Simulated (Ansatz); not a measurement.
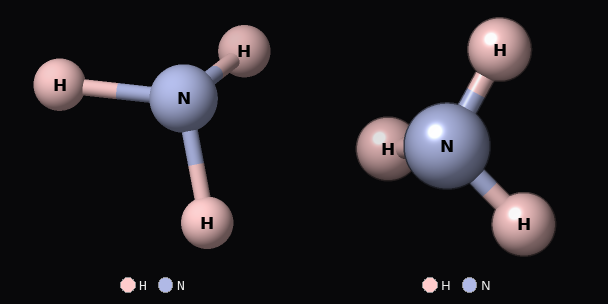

Both panels show the same species.

The geometry was computed by an optimisation with PBE0-D4/def2-TZVP.

Give the formula.

NH3, 4 atoms: 1 nitrogen and 3 hydrogen.

How many atoms are distinct by symmetry?

2: 3 H, 1 N.

The parts below concern this one geometry. Atoms keep their numbers from picture to picture.

### Vibrations

Harmonic vibrations computed with RKS PBE0-D4/def2-TZVP (Ansatz 0.2.0) at a stationary point of the same level.

How many vibrational modes are there, and where do they lie?

6 modes: 1031, 1670, 1670, 3502, 3631, 3631 cm⁻¹.

### Electronic properties

Level of theory: RKS PBE0-D4/def2-TZVPP (Ansatz 0.2.0).

What does the calculation give?

- HOMO energy (Kohn–Sham orbital): −7.58 eV
- LUMO energy (Kohn–Sham orbital): 1.03 eV
- HOMO–LUMO gap: 8.62 eV

### Charges

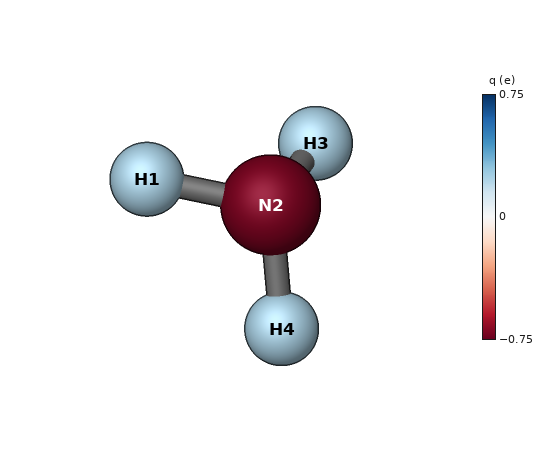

Atoms are coloured by their Mulliken charges. Properties computed with RKS PBE0-D4/def2-TZVP (Ansatz 0.2.0).

Give the Mulliken charges atom by atom.

| atom | value (e) |
| --- | --- |
| H1 | 0.23 |
| N2 | −0.70 |
| H3 | 0.23 |
| H4 | 0.23 |

Mulliken values depend strongly on the basis set and can even reverse the polarity of a bond.
